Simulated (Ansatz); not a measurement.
# linear Ta chain under tension and compression, part 2 of 3

Aim: how do moment and conductance of the linear Ta chain follow its length?

Ansatz 0.2.0; DFT RPBE, plane waves, PAW; relaxation of a chain's period (the session's first sound run).

So far, absolute moment (μB): step 2 (relaxation of atoms and period) 1.18.

**3. The chain at a fixed length, period over the relaxed period 0.88, k-mesh 1×1×38**

This step: DFT RPBE, plane waves, PAW; channels and complex bands of a perfect chain (Ansatz 0.2.0).

The period is set to 0.88 times the relaxed one: shorter bonds widen the bands.

The cell differs from the one that the last finished run ended in (c 2.443 → 2.150 Å).

Contents of input.yaml:

```yaml
crystal:
  lattice:
    - [7.5, 0.0, 0.0]
    - [0.0, 7.5, 0.0]
    - [0.0, 0.0, 2.1501580114]
  atoms:
    - { symbol: Ta, position: [0.5, 0.5, 0.0], spin: 0.51 }
magnetization:
  spin_polarized: true
kpoints:
  mp_grid: { grid: [1, 1, 38] }
scf:
  occupations: { method: fermi_dirac, width: 0.05 }
hamiltonian:
  xc: rpbe
output:
  transmission:
    e_range: [-2, 2]
    de: 0.035
    kmesh: [1, 1]
    reduced_basis: true
    leads: [[0, 0]]
  stress: true
```

The run is started by

```sh
> ansatz run input.yaml --threads 4 --pin off --max-ram 8192MiB --backend cpu --events-out ev --progress --plain --runs-dir out
```

Numbers of over 12 decimals in the logs are rounded to 6 here.

The log of the run:

```text
[...]
Crystal: 1 atoms, lattice volume = 120.946 Å³
Basis set: ecut = 420 eV, 2351 PW (Γ)
Bands: 11, of which v1, the nominal top of the filled ones, is band 7 counted from 1 (6 counted from 0)
Symmetry: 16 space group operations
[...]
k-points: 20 of 38
[...]
Starting moments: Σ|m| = 0.51 μB on 1 of 1 site
[...]
SCF iter   1: F=—  HF=-9937.845404 eV  |F-HF|=—  |Δ(HF+E_count)|=         —  Δρ=1.85e-2 (↑1.45e-2 ↓1.85e-2)  dr2=2.21e0  dr2_m=1.63e-2  M=0.226 μB ∫|m|=0.226 μB  β_m=0.30  ethr=3.10e-3  ⟨swp⟩=6.5  Hψ=2939  notcnv=0
[...]
SCF iter  11: F=-9939.250008 eV  HF=-9939.250008 eV  |F-HF|=9.09e-12  |Δ(HF+E_count)|=  4.91e-10  Δρ=6.86e-8 (↑6.86e-8 ↓5.08e-8)  dr2=1.91e-11  dr2_m=1.96e-12  M=0.000 μB ∫|m|=0.000 μB  ethr=3.55e-12  ⟨swp⟩=3.0  Hψ=1653  notcnv=0
SCF 1 converged in 11 iterations: F = -9939.250008 eV  dr2 = 1.91e-11
[...]
the search or the solves at the SCF's close seem to have found levels that the self-consistency loop had missed (the run counts 3). By its estimate they hold under 1e-12 electrons; where the run keeps them, the occupations were computed again with them
WARN: the starting moments were not kept: the SCF closed with an absolute magnetisation of 4.2e-6 μB, where they sum to 0.51 μB in size (1 site). That is at most 0.1 of that sum. Measured as dr2_m measures the in/out step, that magnetisation stands 3.3e-12 eV from none, at or under the dr2_threshold of 1.0e-7 eV: it is no larger than a step whose dr2_m would equal this threshold. The system may hold no moment; this S [...]
transmission: 6 of 36 steps passed
transmission: 9 of 36 steps passed
[...]
transmission: 36 of 36 steps passed
SCF converged after 11 iterations
Magnetization: 0.0000 μB (6.5000 up, 6.5000 down)
Absolute magnetization: 0.0000 μB (∫|ρ↑−ρ↓|, with the PAW one-centre terms)
[...]
Per-site moments (μB) at R_I (Å): [(1.062399023537055e-6, 0.886940)]
Free energy (F): -9939.250008 eV
[...]
Internal energy: -9939.235975 eV  (E = F + TS)
E sigma→0 (E₀):  -9939.242991 eV
Entropy (-TS):   -0.014033 eV (-14.033 meV/atom)
Fermi energy:    -0.557778 eV
[...]
--- Stress (GPa, compression-positive) ---
       -0.310218       0.000000       0.000000
        0.000000      -0.310218       0.000000
        0.000000       0.000000      17.477814
  P = ⅓ Tr σ = 5.6191 GPa (56.191 kbar)
--- Band table (eV; the first three rows and the last of 40) ---
  k-point 0 ↑: bands = [... 3 lower, -31.2576, -4.7343, -3.0517, -1.0984, -1.0467, 1.2132, 1.2132, 3.0227]
  k-point 1 ↑: bands = [... 3 lower, -31.3225, -4.6243, -3.0240, -1.0803, -1.0287, 1.2152, 1.2152, 3.0450]
  k-point 2 ↑: bands = [... 3 lower, -31.5130, -4.3030, -2.9370, -1.0261, -0.9749, 1.2183, 1.2183, 3.1119]
  k-point 19 ↓: bands = [... 3 lower, -34.1049, -4.0509, -4.0509, 2.7094, 2.7169, 3.0584, 5.8161, 9.4220]
--- Transmission ---
  basis      : 497 plane waves across, 3 finite elements along
  points     : 1, standing for a mesh of 1 x 1
  filling    : by the input's occupations and mesh, since the crystals that have channels conduct as metals do. If one of these is a semiconductor, that mesh has misplaced its level
  energies   : 115 from -2.000000 to 1.990000 eV about the Fermi level, 0.035000 eV apart; the leads are filled to 0.000000 eV, and channels, transmission and decay are at -0.005000 eV
  crystal 0  : Ta1, at the sites [0, 0], period 2.1502 Å: whole cells are its period
    offset         : up to 0.0000 Å between an atom of the period and one for which it stands
    filled         : 2.8 meV under the level at which it is neutral
    channels       : 6.000000e0 up, 6.000000e0 down
    conductance    : 8.2646e14 S/m² at 300 K; may be off by some 0.0 % by where its bands' edges are placed, 0.0 % from the distance to neutral
```

Elapsed: 19 s, on 4 threads of Intel Xeon 6975P-C (Granite Rapids), shared host; peak memory 0.52 GiB; 41 s of CPU time.

This step gave:

| Property | Result |
| --- | --- |
| energy at zero smearing | -9939.2430 eV |
| channels at the energy nearest the Fermi level, spin up | 6 |
| channels at the energy nearest the Fermi level, spin down | 6 |
| conductance of the lead as this run defines it | 6.000 G₀ |
| band gap | 0 eV |

Table of open channels of the lead by energy, zero at the Fermi level:

| energy (eV) | spin up | spin down |
| --- | --- | --- |
| -2.000 | 4 | 4 |
| -1.790 | 4 | 4 |
| -1.615 | 4 | 4 |
| -1.405 | 4 | 4 |
| -1.195 | 4 | 4 |
| -0.985 | 4 | 4 |
| -0.810 | 4 | 4 |
| -0.600 | 4 | 4 |
| -0.390 | 6 | 6 |
| -0.215 | 6 | 6 |
| -0.005 | 6 | 6 |
| 0.205 | 6 | 6 |
| 0.415 | 6 | 6 |
| 0.590 | 6 | 6 |
| 0.800 | 6 | 6 |
| 1.010 | 6 | 6 |
| 1.185 | 6 | 6 |
| 1.395 | 6 | 6 |
| 1.605 | 6 | 6 |
| 1.815 | 4 | 4 |

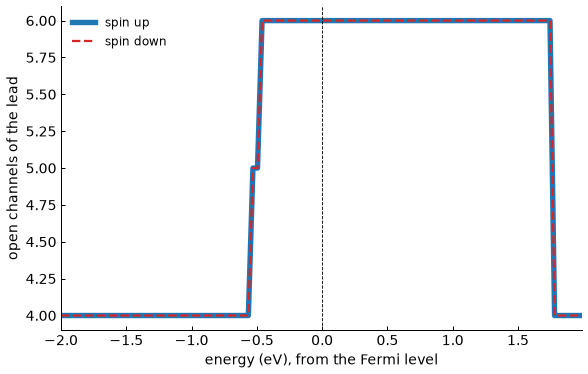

Open channels of the lead, plotted against energy.

At the computed energy nearest the Fermi level there are 6 spin-up and 6 spin-down channels, and the thermal average gives 6.00 G₀.

**4. The chain at a fixed length, period over the relaxed period 0.92, k-mesh 1×1×36**

The period is set to 0.92 times the relaxed one: shorter bonds widen the bands.

The cell differs from the one that the last finished run ended in (c 2.150 → 2.248 Å).

Changes to input.yaml since step 3:

```diff
@@ -4,3 +4,3 @@
     - [0.0, 7.5, 0.0]
-    - [0.0, 0.0, 2.1501580114]
+    - [0.0, 0.0, 2.2478924664]
   atoms:
@@ -10,3 +10,3 @@
 kpoints:
-  mp_grid: { grid: [1, 1, 38] }
+  mp_grid: { grid: [1, 1, 36] }
 scf:
```

The log of the run:

```text
[...]
Crystal: 1 atoms, lattice volume = 126.444 Å³
Basis set: ecut = 420 eV, 2463 PW (Γ)
Bands: 11, of which v1, the nominal top of the filled ones, is band 7 counted from 1 (6 counted from 0)
Symmetry: 16 space group operations
[...]
k-points: 19 of 36
[...]
Starting moments: Σ|m| = 0.51 μB on 1 of 1 site
[...]
--- Transmission ---
  basis      : 497 plane waves across, 3 finite elements along
  points     : 1, standing for a mesh of 1 x 1
[...]
crystal 0  : Ta1, at the sites [0, 0], period 2.2479 Å: whole cells are its period
[...]
filled         : 16.1 meV under the level at which it is neutral
    channels       : 6.000000e0 up, 6.000000e0 down
[...]
[key lines of the parts left out:]
SCF converged after 12 iterations
Magnetization: 0.0000 μB (6.5000 up, 6.5000 down)
Free energy (F): -9939.685626 eV
Fermi energy:    -0.652270 eV
P = ⅓ Tr σ = 2.7876 GPa (27.876 kbar)
```

The job ended after 15 s (4 threads; peak memory 0.51 GiB).

At the computed energy nearest the Fermi level there are 6 spin-up and 6 spin-down channels, and the thermal average gives 6.00 G₀.

**5. At a set period, period over the relaxed period 0.96, k-mesh 1×1×35**

The period is set to 0.96 times the relaxed one: shorter bonds widen the bands.

The cell differs from the one that the last finished run ended in (c 2.248 → 2.346 Å).

Changes to input.yaml since step 4:

```diff
@@ -4,3 +4,3 @@
     - [0.0, 7.5, 0.0]
-    - [0.0, 0.0, 2.2478924664]
+    - [0.0, 0.0, 2.3456269215]
   atoms:
@@ -10,3 +10,3 @@
 kpoints:
-  mp_grid: { grid: [1, 1, 36] }
+  mp_grid: { grid: [1, 1, 35] }
 scf:
```

The log of the run:

```text
[...]
Crystal: 1 atoms, lattice volume = 131.942 Å³
Basis set: ecut = 420 eV, 2583 PW (Γ)
Bands: 11, of which v1, the nominal top of the filled ones, is band 7 counted from 1 (6 counted from 0)
Symmetry: 16 space group operations
[...]
k-points: 18 of 35
[...]
Starting moments: Σ|m| = 0.51 μB on 1 of 1 site
[...]
--- Transmission ---
  basis      : 497 plane waves across, 3 finite elements along
  points     : 1, standing for a mesh of 1 x 1
[...]
crystal 0  : Ta1, at the sites [0, 0], period 2.3456 Å: whole cells are its period
[...]
filled         : 3.0 meV under the level at which it is neutral
    channels       : 6.000000e0 up, 5.000000e0 down
[...]
[key lines of the parts left out:]
SCF converged after 16 iterations
Magnetization: 0.5616 μB (6.7808 up, 6.2192 down)
Free energy (F): -9939.889037 eV
Fermi energy:    -0.704097 eV
P = ⅓ Tr σ = 0.9558 GPa (9.558 kbar)
```

It took 18 s on 4 threads; peak memory 0.53 GiB.

At the computed energy nearest the Fermi level there are 6 spin-up and 5 spin-down channels, and the thermal average gives 5.52 G₀.

Between step 3 and this run (period over the relaxed period 0.96 and k-mesh 1×1×35) the value for the conductance of the lead as this run defines it moves from 6.00 G₀ to 5.52 G₀ (-8 %).

**6. At a set period, period over the relaxed period 1, k-mesh 1×1×33**

The period is set to 1.0 times the relaxed one, as the point of reference.

Changes to input.yaml since step 5:

```diff
@@ -4,3 +4,3 @@
     - [0.0, 7.5, 0.0]
-    - [0.0, 0.0, 2.3456269215]
+    - [0.0, 0.0, 2.4433613766]
   atoms:
@@ -10,3 +10,3 @@
 kpoints:
-  mp_grid: { grid: [1, 1, 35] }
+  mp_grid: { grid: [1, 1, 33] }
 scf:
```

The log of the run:

```text
[...]
Crystal: 1 atoms, lattice volume = 137.439 Å³
Basis set: ecut = 420 eV, 2665 PW (Γ)
Bands: 11, of which v1, the nominal top of the filled ones, is band 7 counted from 1 (6 counted from 0)
Symmetry: 16 space group operations
[...]
k-points: 17 of 33
[...]
Starting moments: Σ|m| = 0.51 μB on 1 of 1 site
[...]
--- Transmission ---
  basis      : 497 plane waves across, 4 finite elements along
  points     : 1, standing for a mesh of 1 x 1
[...]
crystal 0  : Ta1, at the sites [0, 0], period 2.4434 Å: whole cells are its period
[...]
filled         : 35.1 meV over the level at which it is neutral
    channels       : 6.000000e0 up, 4.000000e0 down
[...]
[key lines of the parts left out:]
SCF converged after 12 iterations
Magnetization: 1.1628 μB (7.0814 up, 5.9186 down)
Free energy (F): -9939.954257 eV
Fermi energy:    -0.709211 eV
P = ⅓ Tr σ = -0.2041 GPa (-2.041 kbar)
```

It took 21 s on 4 threads; peak memory 0.57 GiB.

The open channels of the lead by energy, zero at the Fermi level:

| energy (eV) | spin up | spin down |
| --- | --- | --- |
| -2.000 | 4 | 3 |
| -1.790 | 4 | 3 |
| -1.615 | 4 | 3 |
| -1.405 | 4 | 3 |
| -1.195 | 4 | 4 |
| -0.985 | 4 | 4 |
| -0.810 | 4 | 4 |
| -0.600 | 6 | 4 |
| -0.390 | 6 | 4 |
| -0.215 | 6 | 4 |
| -0.005 | 6 | 4 |
| 0.205 | 6 | 5 |
| 0.415 | 6 | 6 |
| 0.590 | 6 | 6 |
| 0.800 | 6 | 6 |
| 1.010 | 6 | 6 |
| 1.185 | 6 | 6 |
| 1.395 | 4 | 6 |
| 1.605 | 1 | 6 |
| 1.815 | 1 | 6 |

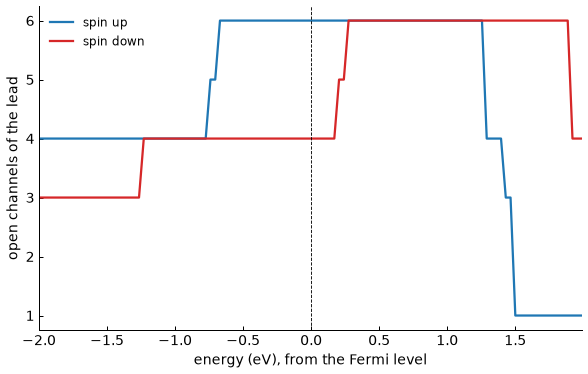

Open channels of the lead against energy.

At the computed energy nearest the Fermi level there are 6 spin-up and 4 spin-down channels, and the thermal average gives 5.00 G₀.

**7. At a set period, period over the relaxed period 1.04, k-mesh 1×1×32**

The period is set to 1.04 times the relaxed one: longer bonds narrow the bands.

The cell differs from the one that the last finished run ended in (c 2.443 → 2.541 Å).

Changes to input.yaml since step 6:

```diff
@@ -4,3 +4,3 @@
     - [0.0, 7.5, 0.0]
-    - [0.0, 0.0, 2.4433613766]
+    - [0.0, 0.0, 2.5410958316]
   atoms:
@@ -10,3 +10,3 @@
 kpoints:
-  mp_grid: { grid: [1, 1, 33] }
+  mp_grid: { grid: [1, 1, 32] }
 scf:
```

The log of the run:

```text
[...]
Crystal: 1 atoms, lattice volume = 142.937 Å³
Basis set: ecut = 420 eV, 2809 PW (Γ)
Bands: 11, of which v1, the nominal top of the filled ones, is band 7 counted from 1 (6 counted from 0)
Symmetry: 16 space group operations
[...]
k-points: 17 of 32
[...]
Starting moments: Σ|m| = 0.51 μB on 1 of 1 site
[...]
--- Transmission ---
  basis      : 497 plane waves across, 4 finite elements along
  points     : 1, standing for a mesh of 1 x 1
[...]
crystal 0  : Ta1, at the sites [0, 0], period 2.5411 Å: whole cells are its period
[...]
filled         : 19.2 meV over the level at which it is neutral
    channels       : 6.000000e0 up, 4.000000e0 down
[...]
[key lines of the parts left out:]
SCF converged after 10 iterations
Magnetization: 1.2162 μB (7.1081 up, 5.8919 down)
Free energy (F): -9939.901088 eV
Fermi energy:    -0.852655 eV
P = ⅓ Tr σ = -1.1906 GPa (-11.906 kbar)
```

Wall time 19 s (4 threads); peak memory 0.62 GiB.

At the computed energy nearest the Fermi level there are 6 spin-up and 4 spin-down channels, and the thermal average gives 5.00 G₀. The change of length costs 0.054 eV a cell and leaves an absolute moment of 1.22 μB a cell.

For the conductance of the lead as this run defines it, step 3 gave 6.00 G₀; this run, with period over the relaxed period 1.04 and k-mesh 1×1×32, gives 5.00 G₀ (-17 %).

**8. The chain at a fixed length, period over the relaxed period 1.08, k-mesh 1×1×31**

The period is set to 1.08 times the relaxed one: longer bonds narrow the bands.

The cell differs from the one that the last finished run ended in (c 2.541 → 2.639 Å).

Changes to input.yaml since step 7:

```diff
@@ -4,3 +4,3 @@
     - [0.0, 7.5, 0.0]
-    - [0.0, 0.0, 2.5410958316]
+    - [0.0, 0.0, 2.6388302867]
   atoms:
@@ -10,3 +10,3 @@
 kpoints:
-  mp_grid: { grid: [1, 1, 32] }
+  mp_grid: { grid: [1, 1, 31] }
 scf:
```

The log of the run:

```text
[...]
Crystal: 1 atoms, lattice volume = 148.434 Å³
Basis set: ecut = 420 eV, 2913 PW (Γ)
Bands: 11, of which v1, the nominal top of the filled ones, is band 7 counted from 1 (6 counted from 0)
Symmetry: 16 space group operations
[...]
k-points: 16 of 31
[...]
Starting moments: Σ|m| = 0.51 μB on 1 of 1 site
[...]
--- Transmission ---
  basis      : 497 plane waves across, 4 finite elements along
  points     : 1, standing for a mesh of 1 x 1
[...]
crystal 0  : Ta1, at the sites [0, 0], period 2.6388 Å: whole cells are its period
[...]
filled         : 7.2 meV over the level at which it is neutral
    channels       : 6.000000e0 up, 4.000000e0 down
[...]
[key lines of the parts left out:]
SCF converged after 12 iterations
Magnetization: 1.3657 μB (7.1829 up, 5.8171 down)
Free energy (F): -9939.766146 eV
Fermi energy:    -0.976487 eV
P = ⅓ Tr σ = -1.7839 GPa (-17.839 kbar)
```

It took 18 s on 4 threads; peak memory 0.59 GiB; 47 s of CPU time.

At the computed energy nearest the Fermi level there are 6 spin-up and 4 spin-down channels, and the thermal average gives 5.00 G₀. The change of length costs 0.190 eV a cell and leaves an absolute moment of 1.37 μB a cell.

For the conductance of the lead as this run defines it, step 3 gave 6.00 G₀; this run, with period over the relaxed period 1.08 and k-mesh 1×1×31, gives 5.00 G₀ (-17 %).

**9. At a set period, period over the relaxed period 1.13, k-mesh 1×1×29**

The period is set to 1.13 times the relaxed one: longer bonds narrow the bands.

The cell differs from the one that the last finished run ended in (c 2.639 → 2.761 Å).

Changes to input.yaml since step 8:

```diff
@@ -4,3 +4,3 @@
     - [0.0, 7.5, 0.0]
-    - [0.0, 0.0, 2.6388302867]
+    - [0.0, 0.0, 2.7609983555]
   atoms:
@@ -10,3 +10,3 @@
 kpoints:
-  mp_grid: { grid: [1, 1, 31] }
+  mp_grid: { grid: [1, 1, 29] }
 scf:
```

The log of the run:

```text
[...]
Crystal: 1 atoms, lattice volume = 155.306 Å³
Basis set: ecut = 420 eV, 3089 PW (Γ)
Bands: 11, of which v1, the nominal top of the filled ones, is band 7 counted from 1 (6 counted from 0)
Symmetry: 16 space group operations
[...]
k-points: 15 of 29
[...]
Starting moments: Σ|m| = 0.51 μB on 1 of 1 site
[...]
--- Transmission ---
  basis      : 497 plane waves across, 4 finite elements along
  points     : 1, standing for a mesh of 1 x 1
[...]
crystal 0  : Ta1, at the sites [0, 0], period 2.7610 Å: whole cells are its period
[...]
filled         : 3.7 meV under the level at which it is neutral
    channels       : 6.000000e0 up, 4.000000e0 down
[...]
[key lines of the parts left out:]
SCF converged after 10 iterations
Magnetization: 1.6149 μB (7.3075 up, 5.6925 down)
Free energy (F): -9939.538201 eV
Fermi energy:    -1.109905 eV
P = ⅓ Tr σ = -2.0910 GPa (-20.910 kbar)
```

Wall time 15 s (4 threads); peak memory 0.59 GiB.

At the computed energy nearest the Fermi level there are 6 spin-up and 4 spin-down channels, and the thermal average gives 5.00 G₀. The change of length costs 0.418 eV a cell and leaves an absolute moment of 1.62 μB a cell.

Between step 3 and this run (period over the relaxed period 1.13 and k-mesh 1×1×29) the value for the conductance of the lead as this run defines it moves from 6.00 G₀ to 5.00 G₀ (-17 %).

**10. The chain at a fixed length, period over the relaxed period 1.2, k-mesh 1×1×28**

The period is set to 1.2 times the relaxed one: longer bonds narrow the bands.

The cell differs from the one that the last finished run ended in (c 2.761 → 2.932 Å).

Changes to input.yaml since step 9:

```diff
@@ -4,3 +4,3 @@
     - [0.0, 7.5, 0.0]
-    - [0.0, 0.0, 2.7609983555]
+    - [0.0, 0.0, 2.9320336519]
   atoms:
@@ -10,3 +10,3 @@
 kpoints:
-  mp_grid: { grid: [1, 1, 29] }
+  mp_grid: { grid: [1, 1, 28] }
 scf:
```

The log of the run:

```text
[...]
Crystal: 1 atoms, lattice volume = 164.927 Å³
Basis set: ecut = 420 eV, 3249 PW (Γ)
Bands: 11, of which v1, the nominal top of the filled ones, is band 7 counted from 1 (6 counted from 0)
Symmetry: 16 space group operations
[...]
k-points: 15 of 28
[...]
Starting moments: Σ|m| = 0.51 μB on 1 of 1 site
[...]
--- Transmission ---
  basis      : 497 plane waves across, 4 finite elements along
  points     : 1, standing for a mesh of 1 x 1
[...]
crystal 0  : Ta1, at the sites [0, 0], period 2.9320 Å: whole cells are its period
[...]
filled         : 0.8 meV over the level at which it is neutral
    channels       : 5.000000e0 up, 3.000000e0 down
[...]
[key lines of the parts left out:]
SCF converged after 14 iterations
Magnetization: 2.8446 μB (7.9223 up, 5.0777 down)
Free energy (F): -9939.245715 eV
Fermi energy:    -1.173715 eV
P = ⅓ Tr σ = -1.5273 GPa (-15.273 kbar)
```

The job ended after 12 s (4 threads; peak memory 0.49 GiB).

At the computed energy nearest the Fermi level there are 5 spin-up and 3 spin-down channels, and the thermal average gives 4.00 G₀. The change of length costs 0.714 eV a cell and leaves an absolute moment of 2.84 μB a cell.

For the conductance of the lead as this run defines it, step 3 gave 6.00 G₀; this run, with period over the relaxed period 1.2 and k-mesh 1×1×28, gives 4.00 G₀ (-33 %).

[end of part 2 of 3]

[Logs are printed without paths, hosts, clocks, repeated set-up lines and the standing remarks that a program may print on its own settings, such as how far it seeks lower states.]

[Hosts, paths, dates, database ids (printed as entryN), source tags and the programs' standing remarks are cut or masked in the printed files.]
